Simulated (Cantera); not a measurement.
Charge: 1 mol CH3SiCl3, 0.023 mol CH4, 14 mol H2, 0.18 mol C2H4, held at 55.0 mbar.

Cantera equilibrium calculation (NASA polynomials, part measured and part estimated; ideal gas, pure solids and liquids). Candidate condensed phases: C, C6H6, C7H8, C8H18, Si, SiC; 109 gas species. The feed counts by its element totals alone. The tables' values for SiCl, SiCl3 are old estimates; treat these amounts as uncertain. Gases not in the tables: Si2H6 and higher silanes. Equilibrium is a limit: real reactors are often held back by kinetics, nucleation or transport.

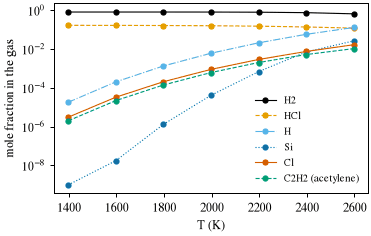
Fig. 1. Equilibrium gas composition (values under 1e-9 drawn at 1e-9)

Task: Read off the mole fractions at 1798 K.

Result: H2 about 0.83, HCl about 0.17, H about 0.0014, Cl about 0.00021, C2H2 (acetylene) about 0.00014, Si about 1.3e-6.
